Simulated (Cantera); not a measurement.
Charge: 1 mol SiHCl₃, 0.1 mol CH₄, 220 mol H₂, equilibrated at 240 Pa.

Method: chemical equilibrium by Gibbs-energy minimisation in Cantera with the NASA 1993 tables (ideal gas, pure condensed phases). Candidate condensed phases: C, C₆H₆, C₇H₈, C₈H₁₈, Si, SiC; 109 gas species. Mutual solubility and eutectic melting of coexisting phases are not modelled. The tables' values for SiCl, SiCl₃ are old estimates; treat these amounts as uncertain. Gases not in the tables: Si₂H₆ and higher silanes. The numbers say what is thermodynamically allowed, not how fast it happens.

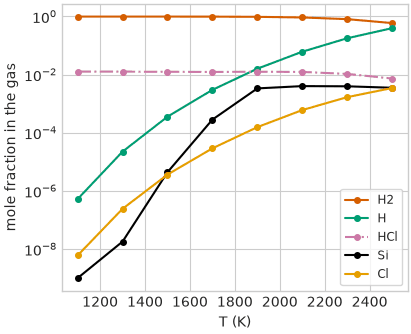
Figure: Equilibrium gas composition (values under 1e-9 drawn at 1e-9)

From 1100 K to 1500 K the condensed part is Si(s) + SiC(s). At 1700 K the condensed part is Si(l) + SiC(s). At 1900 K the condensed part is SiC(s). From 2100 K to 2500 K nothing is condensed. The main Si-bearing gas is SiCl₂ at 1100 K and Si at 2500 K.
